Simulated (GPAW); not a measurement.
# Surface energy and work function of Cr(100) from slabs of 4 to 11 layers (PBE)

How do energy and work function of Cr(100) films settle with thickness, and what surface energy follows?

How it was computed: GPAW 26.7.0, plane waves at 450 eV with PAW setups; symmetric 1×1 slabs cut at the tabulated lattice constant (two decimals; low-temperature values for the alkali metals), atoms at bulk places, 7.5 Å of vacuum on each side, one in-plane mesh for all thicknesses, Fermi-Dirac smearing of 0.1 eV. Energies are extrapolated to zero smearing and count from the program's reference atoms. Functional PBE; spin-polarised. The cell's area is 8.294 Å².

The runs, one held back:

| layers | energy (eV) | work function (eV) |
| --- | --- | --- |
| 4 | −34.6105 | 3.71 |
| 5 | −43.9201 | 3.71 |
| 6 | −53.3566 | 3.71 |
| 7 | −62.7379 | 3.69 |
| 8 | −72.1275 | 3.70 |
| 9 | −81.5356 | 3.70 |
| 10 | −90.9377 | 3.70 |
| 11 | ? | ? |

To predict: What surface energy do these runs give, and what energy and work function should the 11-layer slab have?

Worked answer. A slab of n layers has E(n) = nε + 2Aγ once its middle is bulk-like. A line through n = 6 to 10 has the slope ε = −9.3960 eV a layer and the intercept 2Aγ = 3.0289 eV (r.m.s. residual 7.7 meV). So γ = 3.0289 / (2 × 8.294 Å²) = 0.1826 eV/Å² = 2.93 J/m², with a standard error of about 0.02 J/m² from the scatter about the line. For 11 layers: 3.0289 + 11 × (−9.3960) = −100.327 eV; the run gives −100.337 eV, 9.8 meV under the line. The work function has no such law: from 6 to 10 layers it moves between 3.69 and 3.71 eV (mean 3.70), and the 11-layer slab gives 3.70 eV. The thinnest slab, 4 layers, lies +0.01 eV from that mean.

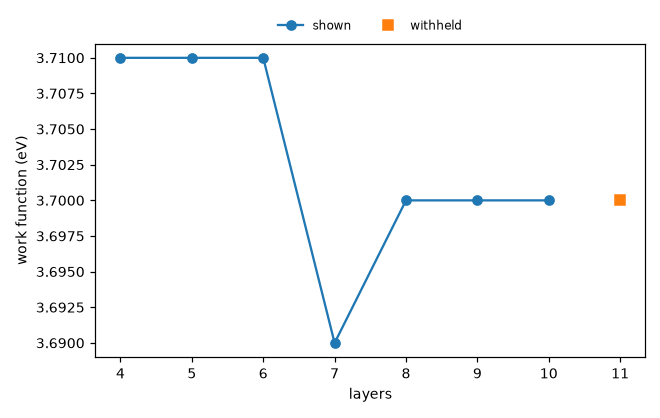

Work function against thickness.

**Limits.** The surfaces are unrelaxed, so γ is an upper bound for this functional and lattice constant. The tabulated lattice constant isn't the functional's own, which strains the slab a little.
